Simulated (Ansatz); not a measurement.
# C₂H₃BClFO: up Jacob's ladder to CCSD(T), part 2 of 2

Ansatz 0.2.0, Gaussian basis; functionals in def2-TZVPP, the program's frozen cores in correlated methods. The steps go on from the part before.

## Step 15: LC-ωPBE (range-separated)

The input, in.yaml:

```yaml
crystal:
  periodic: [false, false, false]
  atoms:
    - {symbol: C, position_ang: [0.537952, -1.402719, -0.012783]}
    - {symbol: C, position_ang: [0.172586, -0.478131, 0.855858]}
    - {symbol: O, position_ang: [-0.610501, 0.614063, 0.583185]}
    - {symbol: B, position_ang: [-0.534388, 1.399481, -0.506650]}
    - {symbol: F, position_ang: [0.379011, 1.234489, -1.445431]}
    - {symbol: Cl, position_ang: [-1.683192, 2.708640, -0.672100]}
    - {symbol: H, position_ang: [1.131686, -2.238036, 0.332297]}
    - {symbol: H, position_ang: [0.268888, -1.362267, -1.060018]}
    - {symbol: H, position_ang: [0.426359, -0.521819, 1.908442]}
basis:
  gaussian: {orbitals: def2-TZVPP}
hamiltonian: {xc: {name: LC-wPBE}}
output: {orbitals: {seedname: orbitals}}
```

Launch:

```
$ ansatz run in.yaml --threads 4 --pin off --events-out ev --progress --plain --max-ram 10444MiB
```

Output, cut to the lines that bear on the results:

```text
Functional definition: LC-wPBE
  name "LC-wPBE"
  cite "Vydrov & Scuseria, J. Chem. Phys. 125, 234109 (2006) doi:10.1063/1.2409292"
  cite "Heyd & Scuseria, J. Chem. Phys. 120, 7274 (2004) doi:10.1063/1.1668634"
  cite "Ernzerhof & Perdew, J. Chem. Phys. 109, 3313 (1998) doi:10.1063/1.476928"
  cite "Perdew, Burke & Ernzerhof, Phys. Rev. Lett. 77, 3865 (1996) doi:10.1103/PhysRevLett.77.3865"
  parent pbe
[...]
1307 factors; their error is unknown
366 factors; integrals over basis functions are off by at most 2.8e-5 eV
[...]
mean field -20084.24857583 eV, -738.0825215689 hartree, gradient 7.9e-5 eV, S^2 0.000000; 0 other end points of the search recorded, 0 dependent functions left out
reference -20084.24857583 eV, -738.0825215692 hartree; 27, 27 occupied and 212, 212 virtual orbitals, 1307 factors
Total energy: -20084.24857583 eV, -738.0825215692 hartree
```

It took 2.5 s on 4 threads of Arm Neoverse V1, shared host.

Atomisation energy: 40.877 eV (free atoms -20043.372 eV, run apart). HOMO -10.57 eV, LUMO 1.98 eV.

## Step 16: ωB97X-V (range-separated)

Edit in.yaml of step 15 so:

```diff
@@ -14,3 +14,3 @@
   gaussian: {orbitals: def2-TZVPP}
-hamiltonian: {xc: {name: LC-wPBE}}
+hamiltonian: {xc: {name: wB97X-V}}
 output: {orbitals: {seedname: orbitals}}
```

Launched as before.

Output, cut to the lines that bear on the results:

```text
Functional definition: wB97X-V
  name "wB97X-V"
  cite "Mardirossian & Head-Gordon, Phys. Chem. Chem. Phys. 16, 9904 (2014) doi:10.1039/C3CP54374A"
  cite "Becke, J. Chem. Phys. 107, 8554 (1997) doi:10.1063/1.475007"
  cite "Vydrov & Van Voorhis, J. Chem. Phys. 133, 244103 (2010) doi:10.1063/1.3521275"
[...]
      + integral(e_c_pw_opposite_spin*poly(b97_u_opposite, cos0, cos1)) + vv10(b, c)
1323 factors; their error is unknown
280 factors; integrals over basis functions are off by at most 3.6e-5 eV
[...]
mean field -20088.26464049 eV, -738.2301092233 hartree, gradient 6.5e-5 eV, S^2 0.000000; 0 other end points of the search recorded, 0 dependent functions left out
reference -20088.26463851 eV, -738.2301091504 hartree; 27, 27 occupied and 212, 212 virtual orbitals, 1323 factors
Total energy: -20088.26463851 eV, -738.2301091504 hartree
```

It took 7 s on 4 threads of Arm Neoverse V1, shared host; peak memory 0.69 GiB.

With the free atoms at this level, -20047.455 eV in sum, the atomisation energy is 40.810 eV. HOMO -10.16 eV, LUMO 1.92 eV.

## Step 17: ωB97M-V (range-separated)

Edit in.yaml of step 16 so:

```diff
@@ -14,3 +14,3 @@
   gaussian: {orbitals: def2-TZVPP}
-hamiltonian: {xc: {name: wB97X-V}}
-output: {orbitals: {seedname: orbitals}}
+hamiltonian: {xc: {name: wB97M-V}}
+output: {forces: true, orbitals: {seedname: orbitals}}
```

Launched as before.

Output, cut to the lines that bear on the results:

```text
Functional definition: wB97M-V
  name "wB97M-V"
  cite "Mardirossian & Head-Gordon, J. Chem. Phys. 144, 214110 (2016) doi:10.1063/1.4952647"
  cite "Becke, J. Chem. Phys. 107, 8554 (1997) doi:10.1063/1.475007"
  cite "Vydrov & Van Voorhis, J. Chem. Phys. 133, 244103 (2010) doi:10.1063/1.3521275"
  # Of w^i u^j: cxij and so on, Table III.
[...]
  gx(w, u) = 1 - cx + cx01*u + cx10*w
  gss(w, u) = css00 + css04*u^4 + css10*w + css20*w^2 + css43*w^4*u^3
  gos(w, u) = cos00 + cos10*w + (cos20 + cos21*u)*w^2 + (cos60 + cos61*u)*w^6
[...]
      + integral(e_c_pw_mod_opposite_spin*gos(b97_w_opposite, b97_u_opposite)) + vv10(b, c)
1323 factors; their error is unknown
280 factors; integrals over basis functions are off by at most 3.6e-5 eV
[...]
Total energy: -20089.62660721 eV, -738.2801605770 hartree
Atom 0 at     0.537952    -1.402719    -0.012783 Å, force     0.006395    -0.013142    -0.013789 eV/Å
Atom 1 at     0.172586    -0.478131     0.855858 Å, force     0.233431    -0.306345     0.129592 eV/Å
Atom 2 at    -0.610501     0.614063     0.583185 Å, force    -0.202934     0.149750     0.043580 eV/Å
Atom 3 at    -0.534388     1.399481    -0.506650 Å, force    -0.073118     0.024329     0.071931 eV/Å
Atom 4 at     0.379011     1.234489    -1.445431 Å, force     0.174073    -0.048991    -0.165680 eV/Å
Atom 5 at    -1.683192     2.708640    -0.672100 Å, force    -0.086970     0.104390    -0.021279 eV/Å
Atom 6 at     1.131686    -2.238036     0.332297 Å, force    -0.044380     0.073065    -0.021387 eV/Å
Atom 7 at     0.268888    -1.362267    -1.060018 Å, force     0.007061     0.017083     0.074896 eV/Å
Atom 8 at     0.426359    -0.521819     1.908442 Å, force    -0.013559    -0.000139    -0.097865 eV/Å
Dipole moment:     0.160568    -0.296007     0.150896 e Å
```

It took 11 s on 4 threads of Arm Neoverse V1, shared host; peak memory 0.82 GiB.

With the free atoms at this level, -20048.597 eV in sum, the atomisation energy is 41.030 eV. HOMO -10.06 eV, LUMO 1.76 eV.

## Step 18: B2PLYP (double hybrid)

Edit in.yaml of step 17 so:

```diff
@@ -14,3 +14,2 @@
   gaussian: {orbitals: def2-TZVPP}
-hamiltonian: {xc: {name: wB97M-V}}
-output: {forces: true, orbitals: {seedname: orbitals}}
+hamiltonian: {xc: {name: B2PLYP}}
```

The command is unchanged.

Output, cut to the lines that bear on the results:

```text
Functional definition: B2PLYP
  name "B2PLYP"
  cite "Grimme, J. Chem. Phys. 124, 034108 (2006) doi:10.1063/1.2148954"
  cite "Becke, Phys. Rev. A 38, 3098 (1988) doi:10.1103/PhysRevA.38.3098"
  cite "Lee, Yang & Parr, Phys. Rev. B 37, 785 (1988) doi:10.1103/PhysRevB.37.785"
[...]
1482 factors; integrals over basis functions are off by at most 8.8e-4 eV
[...]
mean field -20074.25469602 eV, -737.7152532602 hartree, gradient 7.8e-6 eV, S^2 0.000000; 0 other end points of the search recorded, 0 dependent functions left out
10 core orbitals not correlated: weight in the atoms' cores, before any rotation towards them, 1.000 or more for the frozen orbitals, at most 0.000 for the correlated occupied ones
reference -20074.25486251 eV, -737.7152593785 hartree; 17, 17 occupied and 212, 212 virtual orbitals, 1482 factors
second order -35.33788923 eV of doubles, -0.00000000 eV of singles
Total energy: -20083.79609260 eV, -738.0658931171 hartree
```

Run time: 5 s. Hardware: 4 threads of Arm Neoverse V1, shared host; peak memory 0.61 GiB.

With the free atoms at this level, -20043.304 eV in sum, the atomisation energy is 40.492 eV.

## Step 19: PBE-QIDH (double hybrid)

Edit in.yaml of step 18 so:

```diff
@@ -14,2 +14,2 @@
   gaussian: {orbitals: def2-TZVPP}
-hamiltonian: {xc: {name: B2PLYP}}
+hamiltonian: {xc: {name: PBE-QIDH}}
```

Same command.

Output, cut to the lines that bear on the results:

```text
Functional definition: PBE-QIDH
  name "PBE-QIDH"
  cite "Brémond, Sancho-García, Pérez-Jiménez & Adamo, J. Chem. Phys. 141, 031101 (2014) doi:10.1063/1.4890314"
  cite "Perdew, Burke & Ernzerhof, Phys. Rev. Lett. 77, 3865 (1996) doi:10.1103/PhysRevLett.77.3865"
[...]
1482 factors; integrals over basis functions are off by at most 8.8e-4 eV
[...]
mean field -20065.84636545 eV, -737.4062528112 hartree, gradient 1.5e-6 eV, S^2 0.000000; 0 other end points of the search recorded, 0 dependent functions left out
10 core orbitals not correlated: weight in the atoms' cores, before any rotation towards them, 1.000 or more for the frozen orbitals, at most 0.000 for the correlated occupied ones
reference -20065.84637735 eV, -737.4062532486 hartree; 17, 17 occupied and 212, 212 virtual orbitals, 1482 factors
second order -32.86919441 eV of doubles, -0.00000000 eV of singles
Total energy: -20076.80277549 eV, -737.8088934536 hartree
```

Run time: 5.5 s. Hardware: 4 threads of Arm Neoverse V1, shared host; peak memory 0.61 GiB.

Atomisation energy: 40.770 eV (free atoms -20036.032 eV, run apart).

## Step 20: Orbital energies across the functionals

Dipoles come from the runs that computed forces. Levels are read from the orbital files that the runs wrote:

| functional | HOMO (eV) | LUMO (eV) | gap (eV) | dipole (D) |
| --- | --- | --- | --- | --- |
| LDA (SPW92) | -6.82 | -1.68 | 5.14 |  |
| PBE-D4 | -6.60 | -1.38 | 5.22 | 1.70 |
| revPBE-D4 | -6.52 | -1.27 | 5.25 |  |
| BLYP-D4 | -6.44 | -1.25 | 5.19 |  |
| r2SCAN-D4 | -6.81 | -1.09 | 5.73 | 1.74 |
| B97M-V | -6.81 | -0.99 | 5.83 |  |
| PBE0-D4 | -7.80 | -0.35 | 7.44 |  |
| B3LYP-D4 | -7.57 | -0.60 | 6.96 | 1.77 |
| r2SCANh-D4 | -7.27 | -0.72 | 6.55 |  |
| r2SCAN0-D4 | -7.94 | -0.17 | 7.77 |  |
| HSE06-D4 | -7.39 | -0.74 | 6.65 |  |
| BHLYP-D4 | -8.84 | 0.76 | 9.60 |  |
| CAM-B3LYP-D4 | -9.16 | 0.77 | 9.94 |  |
| LC-ωPBE | -10.57 | 1.98 | 12.55 |  |
| ωB97X-V | -10.16 | 1.92 | 12.07 |  |
| ωB97M-V | -10.06 | 1.76 | 11.82 | 1.77 |

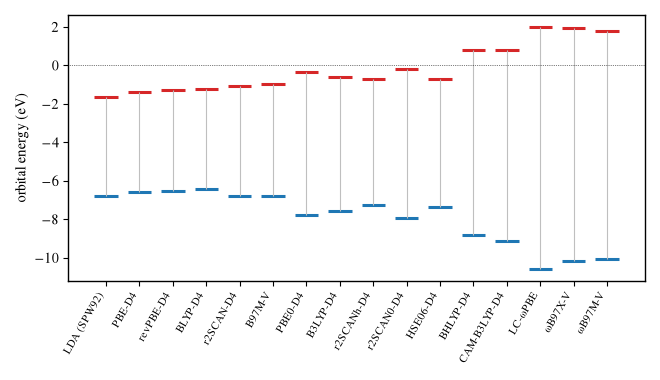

Highest occupied (blue) and lowest empty (red) level by functional.

## Step 21: CCSD(T) in def2-SVP

Edit in.yaml of step 19 so:

```diff
@@ -13,3 +13,3 @@
 basis:
-  gaussian: {orbitals: def2-TZVPP}
-hamiltonian: {xc: {name: PBE-QIDH}}
+  gaussian: {orbitals: def2-SVP}
+correlation: {method: ccsd_t}
```

Same command.

Output, cut to the lines that bear on the results:

```text
Functional definition: HF
  name "HF"
  cite "Fock, Z. Phys. 61, 126 (1930) doi:10.1007/BF01340294"
  parent pbe
[...]
1003 factors; integrals over basis functions are off by at most 1.5e-3 eV
[...]
mean field -20020.56402209 eV, -735.7421573861 hartree, gradient 2.3e-6 eV, S^2 0.000000; 0 other end points of the search recorded, 0 dependent functions left out
10 core orbitals not correlated: weight in the atoms' cores, before any rotation towards them, 1.000 or more for the frozen orbitals, at most 0.000 for the correlated occupied ones
reference -20020.56402209 eV, -735.7421573861 hartree; 17, 17 occupied and 76, 76 virtual orbitals, 1003 factors
second order -22.75384985 eV of doubles, -0.00000000 eV of singles
cycle   1  -23.18351043 eV  change   -4.3e-1 eV  update   1.1e-1
[...]
cycle   9  -23.84654866 eV  change   -2.3e-5 eV  update   2.1e-5
perturbative correction -0.64982224 eV, -0.0238805267 hartree
Total energy: -20045.06039299 eV, -736.6423824124 hartree
```

Wall time 5.5 s (4 threads of Arm Neoverse V1, shared host); peak memory 0.48 GiB.

## Step 22: CCSD(T) in def2-TZVPP

Edit in.yaml of step 21 so:

```diff
@@ -13,3 +13,4 @@
 basis:
-  gaussian: {orbitals: def2-SVP}
+  gaussian: {orbitals: def2-TZVPP}
 correlation: {method: ccsd_t}
+output: {orbitals: {seedname: orbitals}}
```

The command is unchanged.

Output, cut to the lines that bear on the results:

```text
Functional definition: HF
  name "HF"
  cite "Fock, Z. Phys. 61, 126 (1930) doi:10.1007/BF01340294"
  parent pbe
[...]
1482 factors; integrals over basis functions are off by at most 8.8e-4 eV
[...]
mean field -20033.82449534 eV, -736.2294707897 hartree, gradient 5.9e-6 eV, S^2 0.000000; 0 other end points of the search recorded, 0 dependent functions left out
10 core orbitals not correlated: weight in the atoms' cores, before any rotation towards them, 1.000 or more for the frozen orbitals, at most 0.000 for the correlated occupied ones
reference -20033.82449534 eV, -736.2294707897 hartree; 17, 17 occupied and 212, 212 virtual orbitals, 1482 factors
second order -29.29111078 eV of doubles, -0.00000000 eV of singles
cycle   1  -29.43969255 eV  change   -1.5e-1 eV  update   1.1e-1
[...]
cycle   9  -30.22260523 eV  change   -3.8e-5 eV  update   2.8e-5
perturbative correction -1.21693120 eV, -0.0447213966 hartree
Total energy: -20065.26403176 eV, -737.3848524429 hartree
```

It took 2.7 min on 4 threads of Arm Neoverse V1, shared host; peak memory 4.8 GiB.

## Step 23: MP2 in def2-QZVPP

Edit in.yaml of step 22 so:

```diff
@@ -13,4 +13,3 @@
 basis:
-  gaussian: {orbitals: def2-TZVPP}
-correlation: {method: ccsd_t}
-output: {orbitals: {seedname: orbitals}}
+  gaussian: {orbitals: "def2-QZVPP.json"}
+correlation: {method: mp2}
```

Launched as before.

Output:

```text
Functional definition: HF
  name "HF"
  cite "Fock, Z. Phys. 61, 126 (1930) doi:10.1007/BF01340294"
  parent pbe
  exchange = exact_x
  correlation = 0
2713 factors; integrals over basis functions are off by at most 8.5e-4 eV
mean field evaluation 1: about -20030.6889 eV, gradient 4.1e1 eV
mean field evaluation 2: about -20030.8569 eV, gradient 4.2e1 eV
mean field evaluation 4: about -20034.4586 eV, gradient 3.9e0 eV
mean field evaluation 8: about -20034.5096 eV, gradient 3.2e-1 eV
mean field -20034.51012016 eV, -736.2546670371 hartree, gradient 2.1e-6 eV, S^2 0.000000; 0 other end points of the search recorded, 0 dependent functions left out
10 core orbitals not correlated: weight in the atoms' cores, before any rotation towards them, 1.000 or more for the frozen orbitals, at most 0.000 for the correlated occupied ones
reference -20034.51012016 eV, -736.2546670371 hartree; 17, 17 occupied and 418, 418 virtual orbitals, 2713 factors
second order -31.72500963 eV of doubles, -0.00000000 eV of singles
Total energy: -20066.23512979 eV, -737.4205396371 hartree
```

It took 25 s on 4 threads of Arm Neoverse V1, shared host; peak memory 2.5 GiB.

The pieces so far (eV):

| basis | HF | MP2 correlation | CCSD correlation | (T) | total |
| --- | --- | --- | --- | --- | --- |
| def2-SVP | -20020.5640 | -22.7538 | -23.8465 | -0.6498 | -20045.0604 |
| def2-TZVPP | -20033.8245 | -29.2911 | -30.2226 | -1.2169 | -20065.2640 |
| def2-QZVPP | -20034.5101 | -31.7250 |  |  | -20066.2351 (MP2) |

The report of the def2-TZVPP run gives T1 = 0.0124.

## Step 24: Extrapolating to the complete basis

No new run: Hartree-Fock is extrapolated as exp(−7.88√X) and correlation as X^−2.97, with X = 3 and 4; only MP2 was run in the larger set, so CCSD(T) minus MP2 is added from the smaller one.

| level | energy at the limit (eV) |
| --- | --- |
| HF | -20034.6046 |
| MP2 | -20068.1325 |
| CCSD | -20069.0639 |
| CCSD(T) | -20070.2809 |

## Step 25: RPA on PBE orbitals

Edit in.yaml of step 23 so:

```diff
@@ -13,3 +13,4 @@
 basis:
-  gaussian: {orbitals: "def2-QZVPP.json"}
-correlation: {method: mp2}
+  gaussian: {orbitals: def2-TZVPP}
+hamiltonian: {xc: pbe}
+correlation: {method: rpa}
```

The command is unchanged.

Output, cut to the lines that bear on the results:

```text
Functional definition: PBE
  name "PBE"
  cite "Perdew, Burke & Ernzerhof, Phys. Rev. Lett. 77, 3865 (1996) doi:10.1103/PhysRevLett.77.3865"
  parent pbe
[...]
1482 factors; integrals over basis functions are off by at most 8.8e-4 eV
[...]
mean field -20078.77215345 eV, -737.8812667587 hartree, gradient 3.7e-6 eV, S^2 0.000000; 0 other end points of the search recorded, 0 dependent functions left out
10 core orbitals not correlated: weight in the atoms' cores, before any rotation towards them, 1.000 or more for the frozen orbitals, at most 0.000 for the correlated occupied ones
reference -20031.99349939 eV, -736.1621829297 hartree; 17, 17 occupied and 212, 212 virtual orbitals, 1482 factors
Total energy: -20078.10524949 eV, -737.8567584904 hartree
```

Wall time 4.8 s (4 threads of Arm Neoverse V1, shared host); peak memory 0.54 GiB.

RPA correlation: -46.112 eV. No RPA run of the hydrogen atom was made, so RPA has no atomisation energy below.

## Step 26: Atomisation energies

Atomisation energy = energies of 2 C, 1 O, 1 B, 1 F, 1 Cl, 3 H (separate runs, same level) minus the molecule's; electronic only, no spin-orbit term.

Differences are taken before rounding.

| method | rung | atoms, summed (eV) | atomisation energy (eV) | from CCSD(T)/CBS (eV) | time |
| --- | --- | --- | --- | --- | --- |
| LDA (SPW92) | LDA | -19945.679 | 47.554 | +6.837 | 1.6 s |
| PBE-D4 | GGA | -20036.780 | 42.184 | +1.467 | 2.9 s |
| revPBE-D4 | GGA | -20047.408 | 40.900 | +0.183 | 2.3 s |
| BLYP-D4 | GGA | -20050.264 | 40.930 | +0.213 | 2.4 s |
| r2SCAN-D4 | meta-GGA | -20046.779 | 41.188 | +0.471 | 5 s |
| B97M-V | meta-GGA | -20047.069 | 41.070 | +0.353 | 9 s |
| PBE0-D4 | hybrid | -20039.127 | 41.135 | +0.418 | 3.6 s |
| B3LYP-D4 | hybrid | -20052.690 | 40.757 | +0.039 | 4.7 s |
| r2SCANh-D4 | hybrid | -20046.717 | 40.826 | +0.109 | 4.9 s |
| r2SCAN0-D4 | hybrid | -20046.637 | 40.305 | -0.412 | 4.5 s |
| HSE06-D4 | hybrid | -20038.505 | 41.175 | +0.458 | 3 s |
| BHLYP-D4 | hybrid | -20049.970 | 39.286 | -1.431 | 3 s |
| CAM-B3LYP-D4 | range-separated | -20049.279 | 41.034 | +0.317 | 3.2 s |
| LC-ωPBE | range-separated | -20043.372 | 40.877 | +0.160 | 2.5 s |
| ωB97X-V | range-separated | -20047.455 | 40.810 | +0.093 | 7 s |
| ωB97M-V | range-separated | -20048.597 | 41.030 | +0.313 | 11 s |
| B2PLYP | double hybrid | -20043.304 | 40.492 | -0.225 | 5 s |
| PBE-QIDH | double hybrid | -20036.032 | 40.770 | +0.053 | 5.5 s |
| HF/def2-TZVPP | wavefunction | -20003.661 | 30.163 | -10.554 |  |
| MP2/def2-TZVPP | wavefunction | -20021.992 | 41.124 | +0.407 |  |
| CCSD/def2-TZVPP | wavefunction | -20025.088 | 38.959 | -1.758 |  |
| CCSD(T)/def2-SVP | wavefunction | -20005.951 | 39.110 | -1.607 | 5.5 s |
| CCSD(T)/def2-TZVPP | wavefunction | -20025.562 | 39.702 | -1.015 | 2.7 min |
| MP2/CBS | wavefunction | -20025.993 | 42.139 | +1.422 |  |
| CCSD(T)/CBS | wavefunction | -20029.564 | 40.717 | 0 | 3.1 min |

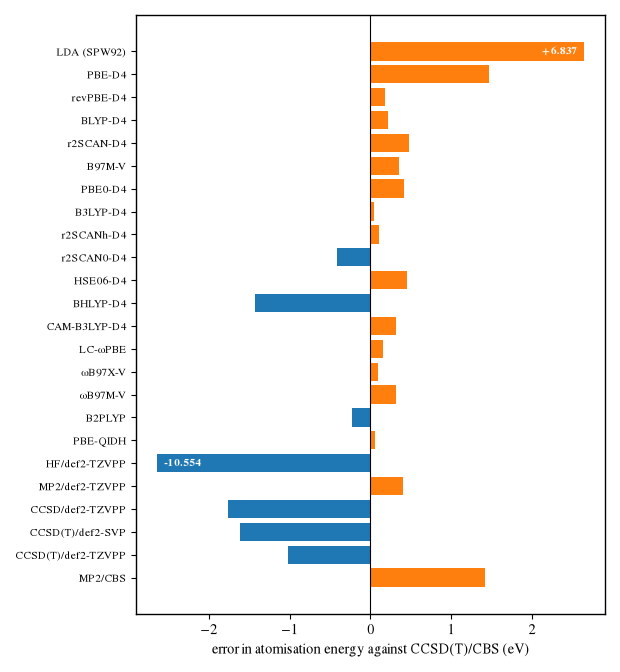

How far each level lands from CCSD(T)/CBS. Bars with a number in them are cut short.

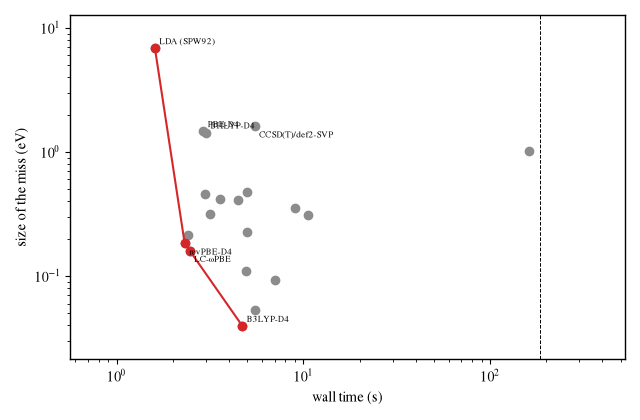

Miss against cost. Red marks the levels that no quicker level drawn beats (of those quicker than the yardstick), and the dashed line is the time of CCSD(T)/CBS. Only those levels and the largest misses are named. Times are from a shared host.

LDA (SPW92), LC-ωPBE, B2PLYP, PBE-QIDH carry no dispersion term (for B3LYP, D4 adds 0.309 eV).

Times are those of the molecule's run; HF, MP2 and CCSD come out of the CCSD(T) runs, and the limit's time is the sum of the runs that it needs.

## Step 27: Summary of results

The summary covers parts 1 to 2.

```
                               quantity                                                        value
        atomisation energy, CCSD(T)/CBS                                                    40.717 eV
    functionals within 0.204 eV (0.5 %)  revPBE-D4, B3LYP-D4, r2SCANh-D4, LC-ωPBE, ωB97X-V, PBE-QIDH
                    farthest beyond LDA                                           PBE-D4 (+1.467 eV)
                mean size of error, GGA                                                     0.621 eV
           mean size of error, meta-GGA                                                     0.412 eV
             mean size of error, hybrid                                                     0.478 eV
    mean size of error, range-separated                                                     0.220 eV
      mean size of error, double hybrid                                                     0.139 eV
              gap, smallest and largest                    5.14 eV (LDA (SPW92)), 12.55 eV (LC-ωPBE)
                          T1 diagnostic                                                       0.0124
triples share of the correlation energy                                                        3.9 %
```

**Reading.** The LDA atomisation energy is off by 6.837 eV (17 %): it overbinds. PBE-D4 misses by +1.467 eV. Double hybrids carry the basis error of their MP2 part in triple zeta, and no dispersion term here, so their miss is partly the set-up's. By mean error the best rung here is double hybrid (0.139 eV) and the worst beyond LDA is GGA (0.621 eV). hybrid functionals lie within the reference's doubt of that worst mean (0.478 eV), so those two tie. The gap between the best rungs is small, so their order is not settled. The reference freezes the cores and leaves out relativity and excitations past (T), so misses under about 0.204 eV can't be ranked. Hartree-Fock recovers 74 % of the binding; the rest is correlation. CCSD(T) in def2-SVP is off by -1.607 eV, so the small basis spoils what the method gains. The gap grows from 5.1 to 12.6 eV across the functionals, mostly with the share of exact exchange.

B3LYP-D4 reaches 0.039 eV from the reference in 4.7 s, where CCSD(T)/CBS took 3.1 min; the quickest level in the cost chart, LDA (SPW92), takes 1.6 s and misses by 6.837 eV.
